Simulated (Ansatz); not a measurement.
# SiCl (SMILES [Si]Cl) at UBLYP/aug-cc-pVTZ

What is the energy change on altering one bond length of SiCl at UBLYP/aug-cc-pVTZ? 

Program for the calculation: Ansatz 0.2.0.

40 further runs of the same task are left out: 40 set aside as unsound or not needed.

**1. Starting point**

SiCl: 2 atoms, total charge 0, spin state doublet. SMILES: `[Si]Cl`. The coordinates come from a PBE0-D4/def2-TZVP relaxation.

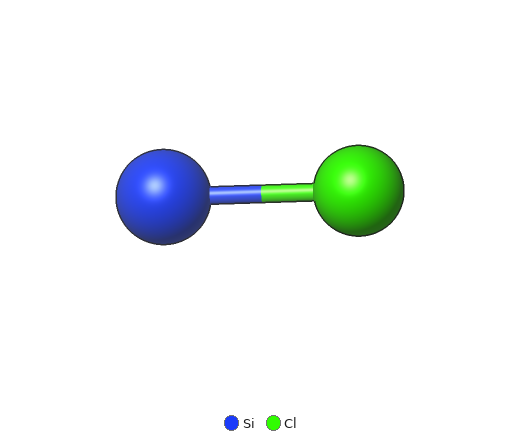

Viewed from a chosen angle; silicon blue, chlorine green.

**2. A single-point energy at UBLYP/aug-cc-pVTZ**

The input, molecule.yaml:

```yaml
basis:
  gaussian:
    orbitals: aug-cc-pVTZ
crystal:
  periodic: [false, false, false]
  atoms:
    - symbol: Si
      position_ang: [0.881810, -0.293660, 0.452120]
    - symbol: Cl
      position_ang: [-0.881810, 0.293660, -0.452120]
magnetization:
  spin_polarized: true
  initial_magnetization: 1
hamiltonian:
  xc: {name: BLYP}
accuracy: high
output: {orbitals: {seedname: orbitals}}
```

On the command line:

```console
$ ansatz run molecule.yaml --threads 1 --pin off --max-ram 3480MiB --events-out events.jsonl --progress --plain --runs-dir runs
```

The log of the run:

```text
Warning: RAYON_NUM_THREADS=1 ignored (pool sized by the plan → 1); use --threads N
Functional definition: BLYP
  name "BLYP"
  parameter beta = 0.0042
  parameter a = 0.04918
  parameter b = 0.132
  parameter c = 0.2533
  parameter d = 0.349
  exchange = b88_x(beta = beta)
  correlation = lyp_c(a = a, b = b, c = c, d = d)
1299 factors; integrals over basis functions are off by at most 3.8e-9 eV
mean field evaluation 1: about -20399.7741 eV, gradient 9.8e0 eV
mean field evaluation 2: about -20399.2605 eV, gradient 1.4e1 eV
mean field evaluation 4: about -20400.3380 eV, gradient 1.0e0 eV
mean field evaluation 8: about -20400.3420 eV, gradient 6.4e-3 eV
mean field evaluation 16: about -20400.3420 eV, gradient 3.5e-6 eV
mean field evaluation 32: about -20400.3420 eV, gradient 2.2e-6 eV
mean field -20400.34204696 eV, -749.6987423772 hartree, gradient 2.4e-8 eV, S^2 0.753922; 3 other end points of the search recorded, 0 dependent functions left out
reference -20400.34208799 eV, -749.6987438851 hartree; 16, 15 occupied and 84, 85 virtual orbitals, 1299 factors
Total energy: -20400.34208799 eV, -749.6987438851 hartree
```

Wall time 5.4 s (1 thread of Intel Xeon 6975P-C (Granite Rapids), shared host); peak memory 0.23 GiB.

**3. The distorted shape at the same level**

The input, input.yaml:

```yaml
basis:
  gaussian: {orbitals: aug-cc-pVTZ}
crystal:
  periodic: [false, false, false]
  atoms:
    - symbol: Si
      position_ang: [2.292705, -0.763516, 1.175512]
    - symbol: Cl
      position_ang: [-0.881810, 0.293660, -0.452120]
magnetization: {spin_polarized: true, initial_magnetization: 1}
accuracy: high
output: {orbitals: {seedname: orbitals}}
hamiltonian: {xc: {name: BLYP}}
```

On the command line:

```console
$ ansatz run input.yaml --threads 1 --pin off --max-ram 3480MiB --events-out events.jsonl --progress --plain --runs-dir runs
```

The log of the run (excerpt; [...] marks lines left out):

```text
Warning: RAYON_NUM_THREADS=1 ignored (pool sized by the plan → 1); use --threads N
Functional definition: BLYP
  name "BLYP"
[...]
1266 factors; integrals over basis functions are off by at most 3.7e-9 eV
[...]
mean field -20397.39617505 eV, -749.5904835813 hartree, gradient 2.2e-8 eV, S^2 0.938855; 8 other end points of the search recorded, 0 dependent functions left out
reference -20397.39621730 eV, -749.5904851341 hartree; 16, 15 occupied and 84, 85 virtual orbitals, 1266 factors
Total energy: -20397.39621730 eV, -749.5904851341 hartree
```

Wall time 21 s (1 thread of Intel Xeon 6975P-C (Granite Rapids), shared host); peak memory 0.26 GiB.

**4. Summary of results**

At UBLYP/aug-cc-pVTZ:

```
                                                           quantity          value
                                          first shape: total energy  -749.69874 Eh
                    first shape: HOMO energy (highest over α and β)       -3.94 eV
                     first shape: LUMO energy (lowest over α and β)       -3.73 eV
                                                  first shape: ⟨S²⟩          0.754
                                      distorted shape: total energy  -749.59049 Eh
                distorted shape: HOMO energy (highest over α and β)       -5.79 eV
                 distorted shape: LUMO energy (lowest over α and β)       -5.68 eV
                                              distorted shape: ⟨S²⟩          0.939
energy change with the Si1–Cl2 bond stretched from 2.067 to 3.721 Å       2.946 eV
```

With the Si1–Cl2 bond stretched from 2.067 to 3.721 Å the energy rises by 2.95 eV (68 kcal/mol). The first shape isn't relaxed at this level, so the change isn't measured from a minimum. ⟨S²⟩ (distorted shape) is 0.94 where a pure doublet has 0.75: the reference is spin-contaminated.
